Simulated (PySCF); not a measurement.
# One shape, several levels: BH3Cl− (SMILES [BH3-]Cl)

Wanted: a comparison of 6 runs (B2PLYP/STO-6G, M06-2X/STO-6G, wB97X-V/STO-6G, UMP2/STO-6G, NEVPT2(2,2)/STO-6G, UCCSD(T)/STO-6G) of BH3Cl−. Input form: a Python script.

The calculation is run with PySCF 2.14.0.

2 further runs of the same task are left out: 2 set aside as unsound or not needed.

### Step 1. The molecule

The species is BH3Cl− (5 atoms), meant as a singlet with charge -1. SMILES: `[BH3-]Cl`. The B1–H5 distance was set to 2.174 Å, away from the relaxed value. At this shape a bond of the SMILES string is far longer than usual.

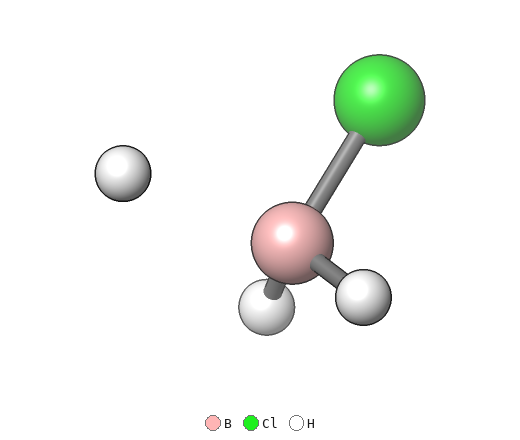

Viewed from a chosen angle; boron pink, chlorine green, hydrogen white.

### Step 2. A single-point energy at B2PLYP/STO-6G (run 1)

The input, run.py:

```python
from pyscf import gto, dft, mp

mol = gto.M(
    atom=[
    ('B', (0.147904, -0.772099, -0.500456)),
    ('Cl', (-0.780346, -0.227779, -2.033356)),
    ('H', (1.288594, -0.978849, -0.839456)),
    ('H', (-0.394586, -1.775579, -0.103656)),
    ('H', (0.000500, 0.857390, 0.931390)),
],
    max_memory=1860,
    verbose=4,
    spin=0,
    basis='sto-6g',
    charge=-1,
)

mf = dft.RKS(mol, xc='0.53*HF + 0.47*B88, 0.73*LYP')
mf.conv_tol = 1e-10
mf.grids.level = 5
mf.kernel()
if not mf.converged:
    mf = mf.newton().run(mf.mo_coeff, mf.mo_occ)

pt = mp.MP2(mf, frozen=6).run()
etot = mf.e_tot + 0.27 * pt.e_corr
print('PT2 part  %.8f' % (0.27 * pt.e_corr))
print(f'total energy: {etot:.8f} hartree')
```

Run with:

```sh
OMP_NUM_THREADS=1 python run.py
```

Standard output:

```text
PySCF version 2.14.0

[... 71 lines left out ...]
converged SCF energy = -484.783913084611
[... 1 line left out ...]
******** <class 'pyscf.mp.mp2.RMP2'> ********
nocc = 7, nmo = 11
frozen orbitals 6
E(RMP2) = -484.885998387573  E_corr = -0.102085302961496
E(SCS-RMP2) = -484.901091779154  E_corr = -0.117178694542672
E_corr(same-spin) = -0.00614269501283483
E_corr(oppo-spin) = -0.0959426079486614
PT2 part  -0.02756303
total energy: -484.81147612 hartree
```

Wall time 2.2 s (1 thread of Arm Neoverse V2, shared host); peak memory 0.19 GiB.

### Step 3. A single-point energy at M06-2X/STO-6G (run 2)

The input, geometry.xyz:

```xyz
5

B      0.147904    -0.772099    -0.500456
Cl    -0.780346    -0.227779    -2.033356
H      1.288594    -0.978849    -0.839456
H     -0.394586    -1.775579    -0.103656
H      0.000500     0.857390     0.931390
```

The input, job.py:

```python
from pyscf import gto, dft

mol = gto.M(
    atom='geometry.xyz',
    verbose=3,
    max_memory=1860,
    spin=0,
    basis='sto-6g',
    charge=-1,
)

calc0 = dft.RKS(mol)
calc0.xc = 'm06-2x'
calc0.grids.level = 5
calc0.conv_tol = 1e-10
calc0.kernel()
if not calc0.converged:
    calc0 = calc0.newton().run(calc0.mo_coeff, calc0.mo_occ)

etot = calc0.e_tot
print('E = %.10f Eh' % etot)
```

Run with:

```sh
OMP_NUM_THREADS=1 python job.py
```

Standard output:

```text
converged SCF energy = -484.998683828974
E = -484.9986838290 Eh
```

Wall time 2.9 s (1 thread of Arm Neoverse V2, shared host); peak memory 0.19 GiB.

Runs 3 to 5 aren't shown in full; the table further down has their settings and results.

### Step 4. A single-point energy at UCCSD(T)/STO-6G (run 6)

The input, input.py:

```python
from pyscf import gto, scf, cc

system = gto.Mole()
system.atom = '''
B      0.147904    -0.772099    -0.500456
Cl    -0.780346    -0.227779    -2.033356
H      1.288594    -0.978849    -0.839456
H     -0.394586    -1.775579    -0.103656
H      0.000500     0.857390     0.931390
'''
system.charge = -1
system.verbose = 3
system.max_memory = 1860
system.basis = 'sto-6g'
system.spin = 0
system.build()

hf = scf.UHF(system)
hf.conv_tol = 1e-10
hf.kernel()
if not hf.converged:
    hf = hf.newton().run(hf.mo_coeff, hf.mo_occ)
for _ in range(3):
    mo, _, stable, _ = hf.stability(return_status=True)
    if stable:
        break
    hf.kernel(hf.make_rdm1(mo, hf.mo_occ))

mycc = cc.CCSD(hf, frozen=6)
mycc.kernel()
e_t = mycc.ccsd_t()
e_final = mycc.e_tot + e_t
print(f'total energy: {e_final:.8f} hartree')
```

Run with:

```sh
OMP_NUM_THREADS=1 python input.py
```

Standard output:

```text
converged SCF energy = -484.13245045937  <S^2> = 1.2025936e-12  2S+1 = 1
<class 'pyscf.scf.uhf.UHF'> wavefunction has an internal instability
converged SCF energy = -484.157847017497  <S^2> = 0.61708984  2S+1 = 1.8623532
<class 'pyscf.scf.uhf.UHF'> wavefunction is stable in the internal stability analysis
E(UCCSD) = -484.2415289459491  E_corr = -0.08368192845167668
UCCSD(T) correction = -0.00136688981080922
total energy: -484.24289584 hartree
```

It took 0.8 s on 1 thread of Arm Neoverse V2, shared host; peak memory 0.12 GiB.

### Step 5. Overview of the runs

| run | level | frozen core orbitals | nlc grid | energy (Eh) | HOMO energy (eV) | LUMO energy (eV) | HOMO–LUMO gap (eV) | wall time |
| --- | --- | --- | --- | --- | --- | --- | --- | --- |
| 1 | B2PLYP/STO-6G | 6 | – | -484.811476 | 2.04 | 11.39 | 9.36 | 2.2 s |
| 2 | M06-2X/STO-6G | – | – | -484.998684 | 1.89 | 10.93 | 9.04 | 2.9 s |
| 3 | wB97X-V/STO-6G | – | 1 | -484.992074 | 0.64 | 12.29 | 11.65 | 14 s |
| 4 | UMP2/STO-6G | 6 | – | -484.197325 | 0.76 | 14.88 | 14.11 | 0.7 s |
| 5 | NEVPT2(2,2)/STO-6G | – | – | -484.229543 | 0.53 | 14.07 | 13.53 | 0.68 s |
| 6 | UCCSD(T)/STO-6G | 6 | – | -484.242896 | 0.76 | 14.88 | 14.11 | 0.8 s |

### Step 6. Outcome

```
                                                    quantity          value
                                         run 6: total energy  -484.24290 Eh
                  run 6: HOMO energy (Hartree–Fock orbitals)        0.76 eV
                  run 6: LUMO energy (Hartree–Fock orbitals)       14.88 eV
run 6: HOMO–LUMO gap (to an unbound level, set by the basis)       14.11 eV
          run 6: correlation energy (6 core orbitals frozen)      -85.0 mEh
                                       run 6: (T) correction      -1.37 mEh
                    run 6: ⟨S²⟩ of the reference determinant          0.617
                                        run 6: T1 diagnostic          0.078
```

**Reading.** Over runs 1, 2, 3 the HOMO–LUMO gap runs from 9.04 eV (M06-2X/STO-6G) to 11.65 eV (wB97X-V/STO-6G). The empty levels of an anion lie above zero and hang on the basis. Totals of different functionals can't be ranked against each other. In runs 1, 2, 3, 4, 5, 6 the HOMO lies above zero, so the outermost electron may be held by the basis alone. In runs 1, 2, 3, 4, 5, 6 the basis is minimal, so the values are rough. Spin contamination of the reference: run 4 ⟨S²⟩ = 0.62, run 6 ⟨S²⟩ = 0.62. Where it is this large, the reference is a mixture of spin states, and values that rest on it are in doubt. All runs together took 21 s, the longest 14 s.
